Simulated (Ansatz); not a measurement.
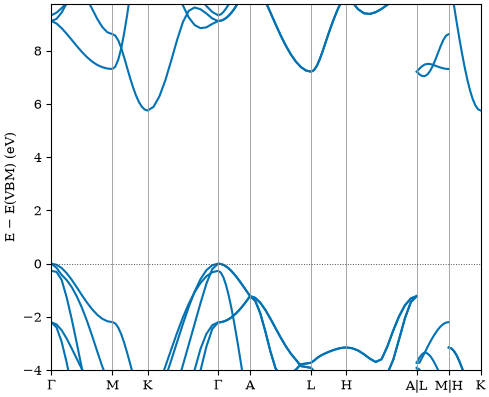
Fig. 1. Band structure from the program Ansatz at the r²SCAN level (PAW)

Question: Read off the gap and where the band edges lie.

Answer: About 5.8 eV (5.75 eV by a search for the band edges); maximum at Γ, minimum at K.

The material is BN (wurtzite, P6_3mc).

The r²SCAN relaxation kept the symmetry of its start.

Potentials: the later of the program's two PAW sets.
